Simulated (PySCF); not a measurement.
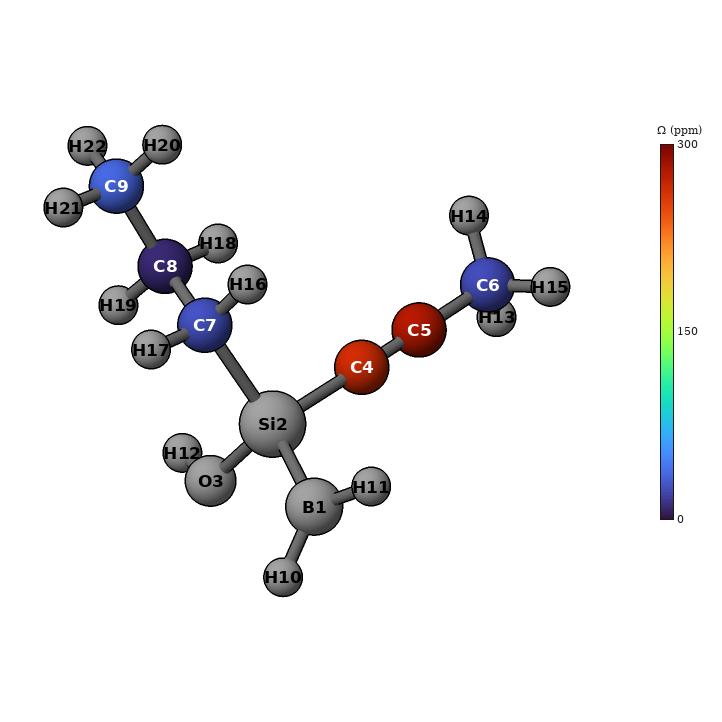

The C atoms are coloured by the span of their shielding tensor. Computed geometry: GFN2-xTB optimisation. No frequency run is at hand to confirm it as a minimum. Method: GIAO PBE0/pcSseg-1 NMR shielding, non-relativistic, gas phase (PySCF 2.14.0). Principal shieldings σ11 ≤ σ22 ≤ σ33, span Ω = σ33 − σ11, skew κ = 3(σiso − σ22)/Ω.

Give the shielding tensors of the C atoms.

| atom | σ11 | σ22 | σ33 | σiso | Ω | κ |
| --- | --- | --- | --- | --- | --- | --- |
| C4 | 5.9 | 21.0 | 271.0 | 99.3 | 265.1 | 0.89 |
| C5 | −21.8 | −9.1 | 256.3 | 75.1 | 278.1 | 0.91 |
| C6 | 172.6 | 173.4 | 197.0 | 181.0 | 24.5 | 0.93 |
| C7 | 147.9 | 167.6 | 174.2 | 163.2 | 26.2 | −0.50 |
| C8 | 161.0 | 168.6 | 171.4 | 167.0 | 10.3 | −0.47 |
| C9 | 152.3 | 158.2 | 187.7 | 166.1 | 35.5 | 0.66 |

Shieldings and span in ppm.

The geometry is semi-empirical. Around B, Si such bond lengths and angles can be off by a tenth of an ångström or more and by several degrees, and values that hang on the shape move with them.
